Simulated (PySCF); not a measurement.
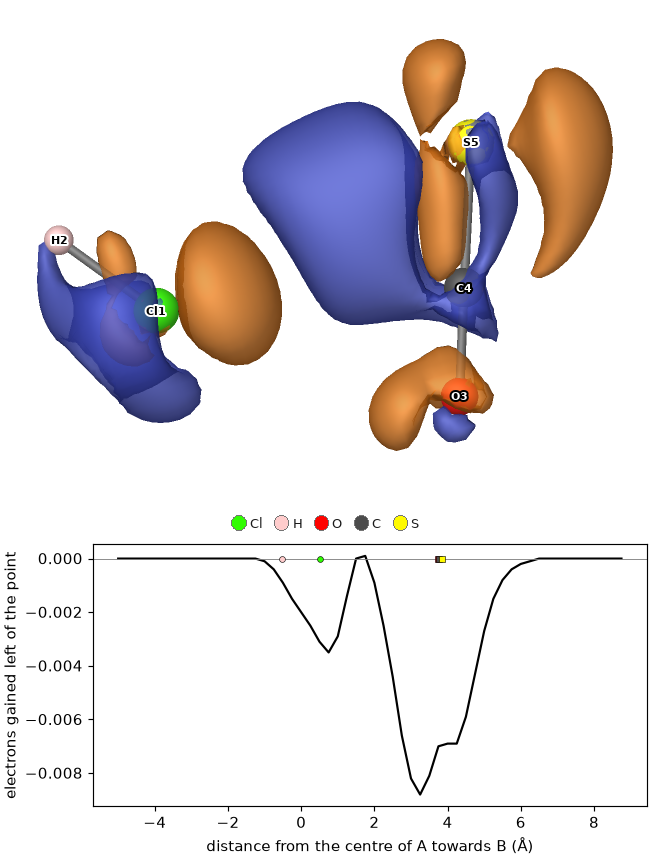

CHClOS, SMILES `Cl.O=C=S`. Density of the complex less the densities of the two fragments at the same geometry, ±0.0008 e/Å³ (orange: gain, blue: loss). Fragment A: HCl (atoms 1–2); fragment B: CSO. Below: the charge-displacement curve along the line of centres (A on the left).

PySCF calculation, CAM-B3LYP/def2-TZVP, gas phase; geometry: GFN2-xTB. GFN2-xTB bond lengths at metals and heavier atoms can be off by up to 0.1 Å and shapes distorted, which carries into these values.

Geometry (Å), atoms numbered from 1:

```
Cl1     -2.0846    0.1457    0.0070
H2      -2.8448    1.1677   -0.0899
O3       0.7038   -1.6872   -0.0045
C4       1.0959   -0.6017   -0.0025
S5       1.6298    0.8414    0.0013
```

### Which way does charge flow?

Hirshfeld charges show almost no net transfer (under 0.005 e). 0.02 e is displaced in all, which induces a dipole of 0.11 D.

### What is the interaction energy, and which contacts carry it?

The counterpoise-corrected interaction energy of the frozen fragments is +0.4 kcal/mol without dispersion correction and −0.6 kcal/mol with D3(BJ). The pair geometry is semi-empirical, not a minimum at this level. Contacts: Cl1···C4, 3.27 Å, ρ = 0.007 a.u., a bond path close to vanishing (ellipticity 2.6). The pose is a local one from a semi-empirical search, not shown to be the most stable.

The PySCF run took 45 s on 1 thread of Arm Neoverse V1, on a shared host, peak memory 0.65 GiB.
